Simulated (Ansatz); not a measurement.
# SiHBrF2 (SMILES F[SiH](F)Br): PBE/def2-SVPD

What is the vertical electron affinity of SiHBrF2 at PBE/def2-SVPD? 

The results are computed with Ansatz 0.2.0.

36 further runs of the same task are left out: 36 set aside as unsound or not needed. Runs told in other sessions of the task aren't counted.

## 1. The system as given

SiHBrF2: 5 atoms, total charge 0, spin state singlet. As SMILES, `F[SiH](F)Br`. The coordinates come from a PBE0-D4/def2-TZVP relaxation.

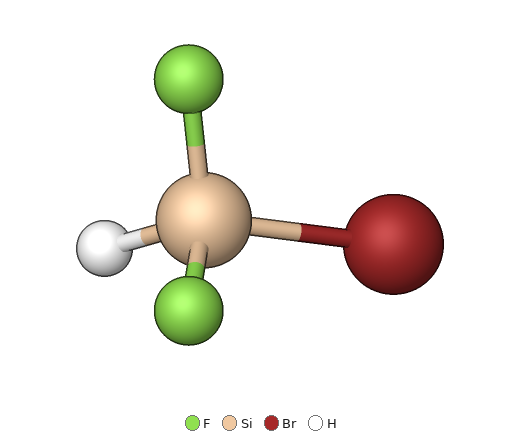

Viewed from a chosen angle; fluorine green, silicon light orange, bromine red, hydrogen white.

## 2. A single-point energy at PBE/def2-SVPD

The input, run.yaml:

```yaml
crystal:
  periodic: [false, false, false]
  atoms:
    - {symbol: F, position_ang: [-0.224900, -0.396300, 1.531900]}
    - {symbol: Si, position_ang: [0.124200, 0.002500, 0.045800]}
    - {symbol: F, position_ang: [0.210200, 1.576700, -0.017200]}
    - {symbol: Br, position_ang: [-1.476800, -0.678900, -1.271900]}
    - {symbol: H, position_ang: [1.417200, -0.577700, -0.330000]}
basis:
  gaussian:
    orbitals: def2-SVPD
total_charge: 0
hamiltonian:
  xc: pbe
accuracy: high
output: {orbitals: {seedname: orbitals}}
```

Command:

```bash
$ ansatz run run.yaml --threads 1 --pin off --max-ram 2610MiB --events-out events.jsonl --progress --plain --runs-dir runs
```

Standard output:

```text
Warning: RAYON_NUM_THREADS=1 ignored (pool sized by the plan → 1); use --threads N
Functional definition: PBE
  name "PBE"
  parameter kappa = 0.804
  parameter beta = 0.06672455060314922
  exchange = pbe_x(kappa = kappa, mu = beta*pi^2/3)
  correlation = pbe_c(beta = beta)
2220 factors; integrals over basis functions are off by at most 4.6e-9 eV
mean field evaluation 1: about -83340.7256 eV, gradient 4.6e1 eV
mean field evaluation 2: about -83328.7807 eV, gradient 1.0e2 eV
mean field evaluation 4: about -83343.9331 eV, gradient 2.1e0 eV
mean field evaluation 8: about -83343.9435 eV, gradient 1.9e-1 eV
mean field evaluation 16: about -83343.9437 eV, gradient 2.6e-5 eV
mean field -83343.94365506 eV, -3062.8334367693 hartree, gradient 1.7e-8 eV, S^2 0.000000; 0 other end points of the search recorded, 0 dependent functions left out
reference -83343.94365908 eV, -3062.8334369170 hartree; 34, 34 occupied and 85, 85 virtual orbitals, 2220 factors
Total energy: -83343.94365908 eV, -3062.8334369170 hartree
```

Run time: 10 s. Hardware: 1 thread of Arm Neoverse V1, shared host; peak memory 0.33 GiB.

## 3. The doublet anion

The input, job.yaml:

```yaml
crystal:
  periodic: [false, false, false]
  atoms:
    - symbol: F
      position_ang: [-0.224900, -0.396300, 1.531900]
    - symbol: Si
      position_ang: [0.124200, 0.002500, 0.045800]
    - symbol: F
      position_ang: [0.210200, 1.576700, -0.017200]
    - symbol: Br
      position_ang: [-1.476800, -0.678900, -1.271900]
    - symbol: H
      position_ang: [1.417200, -0.577700, -0.330000]
basis:
  gaussian:
    orbitals: def2-SVPD
total_charge: -1
magnetization:
  spin_polarized: true
  initial_magnetization: 1
hamiltonian:
  xc: pbe
accuracy: high
output: {orbitals: {seedname: orbitals}}
```

Command:

```bash
$ ansatz run job.yaml --threads 1 --pin off --max-ram 2610MiB --events-out events.jsonl --progress --plain --runs-dir runs
```

Standard output (excerpt; [...] marks lines left out):

```text
Warning: RAYON_NUM_THREADS=1 ignored (pool sized by the plan → 1); use --threads N
[... 6 set-up lines as earlier in the session ...]
2221 factors; integrals over basis functions are off by at most 4.6e-9 eV
mean field evaluation 1: about -83340.9396 eV, gradient 1.8e1 eV
mean field evaluation 2: about -83335.2795 eV, gradient 3.4e1 eV
mean field evaluation 4: about -83342.8504 eV, gradient 2.5e0 eV
mean field evaluation 8: about -83342.8674 eV, gradient 4.0e-1 eV
mean field evaluation 16: about -83342.8695 eV, gradient 1.2e-3 eV
mean field evaluation 32: about -83342.1127 eV, gradient 5.3e0 eV
mean field -83342.86953942 eV, -3062.7939637479 hartree, gradient 5.2e-8 eV, S^2 0.750407; 7 other end points of the search recorded, 0 dependent functions left out
reference -83342.86954279 eV, -3062.7939638718 hartree; 35, 34 occupied and 84, 85 virtual orbitals, 2221 factors
Total energy: -83342.86954279 eV, -3062.7939638718 hartree
```

Wall time 27 s (1 thread of Arm Neoverse V1, shared host); peak memory 0.43 GiB.

## 4. Summary of results

Level: PBE/def2-SVPD.

| quantity | value |
| --- | --- |
| singlet SiHBrF2: total energy | -3062.83344 Eh |
| singlet SiHBrF2: HOMO energy | -7.98 eV |
| singlet SiHBrF2: LUMO energy | -0.95 eV |
| singlet SiHBrF2: HOMO–LUMO gap | 7.04 eV |
| doublet anion: total energy | -3062.79396 Eh |
| doublet anion: HOMO energy (highest over α and β) | 2.84 eV |
| doublet anion: LUMO energy (lowest over α and β) | 3.15 eV |
| doublet anion: ⟨S²⟩ | 0.750 |
| vertical electron affinity (to the doublet anion) | -1.074 eV |

What this shows: The anion lies 1.07 eV (104 kJ/mol) above the neutral: the electron isn't bound at this level, and such a value depends on the basis. The HOMO (doublet anion) lies at positive energy, 2.84 eV, from the functional's self-interaction, a short basis or an electron that isn't bound; only total energies against the neutral tell.
